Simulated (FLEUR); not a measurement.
Band structure of Au (Fm-3m, 1 atom in the cell).

```
CELL_PARAMETERS angstrom
      0.00000     2.09211     2.09211
      2.09211     0.00000     2.09211
      2.09211     2.09211     0.00000
ATOMIC_POSITIONS crystal
  Au 0.00000 0.00000 0.00000
```

Level of theory: PBE, all-electron FLAPW (FLEUR), scalar-relativistic valence run with FLEUR.

Settings: Kmax = 3.9 1/bohr; GmaxXC = 15.6 1/bohr; xcFunctional = pbe; jspins = 1; l_soc = F; mode = hist; fermiSmearingEnergy = 0.00367493 Htr; mesh (inpgen div1-3) = 18 18 18; inpgen gamma flag = true; Gmax = 15.6 1/bohr; numbands = 0; maxIterBroyd = 99; imix = Anderson; alpha = 0.05.

The starting cell comes from a database of computed structures (which also holds hypothetical and non-ambient phases and stackings), without a prior relaxation at this level. Its lattice was rescaled by a random factor within 2.5 % of one. Spin-orbit coupling is off. Values depend on the basis (sphere radii, cutoffs, local orbitals), which need not be converged.

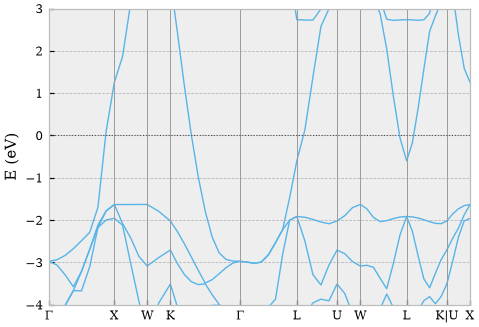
*Bands along the path, energies from the Fermi level.*

Levels in eV from the Fermi level, bands 5 to 12:
| point | 5 | 6 | 7 | 8 | 9 | 10 | 11 | 12 |
|---|---|---|---|---|---|---|---|---|
| Γ | -4.31 | -4.31 | -4.31 | -2.97 | -2.97 | 14.59 | 18.20 | 18.20 |
| X | -6.13 | -1.96 | -1.63 | -1.63 | 1.25 | 5.26 | 9.85 | 9.85 |
| W | -4.70 | -4.70 | -3.08 | -1.63 | 4.39 | 6.11 | 6.11 | 9.03 |
| K | -5.30 | -3.51 | -2.71 | -2.02 | 3.65 | 4.53 | 7.07 | 12.22 |
| L | -4.33 | -4.33 | -1.91 | -1.91 | -0.60 | 2.74 | 14.03 | 16.64 |
| U | -5.30 | -3.51 | -2.71 | -2.02 | 3.65 | 4.53 | 7.07 | 12.22 |
